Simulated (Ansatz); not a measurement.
Base system: Pt in the fcc (Cu type) structure (space group Fm-3m, No. 225; a = 3.920 Å; relaxed with 0.1 eV smearing). Axes: x, y, z lie along the cube axes.

Structures relaxed with Ansatz (an electronic-structure program) PBEsol, no spin-orbit coupling.

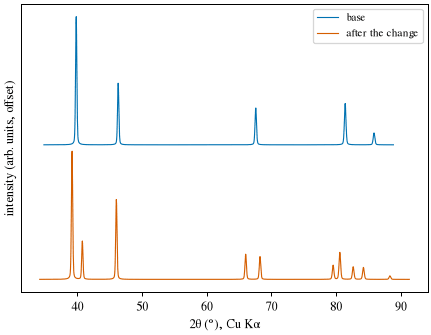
Figure. Simulated powder patterns before (top) and after one change

### Question
Which change produced these results?
A) biaxial strain +0.83 %, plane normal [111], relaxed out of plane
B) biaxial strain +2.08 %, plane normal [111], relaxed out of plane
C) biaxial strain −0.42 %, plane normal [111], relaxed out of plane
D) biaxial strain −1.67 %, plane normal [111], relaxed out of plane

### Answer
B, biaxial strain +2.08 %, plane normal [111], relaxed out of plane. Its volume per atom is 15.34 Å³ against 15.06 Å³, and its space group is R-3m (No. 166).

Stability against distortions was not tested. The final runs are not spin-polarised.
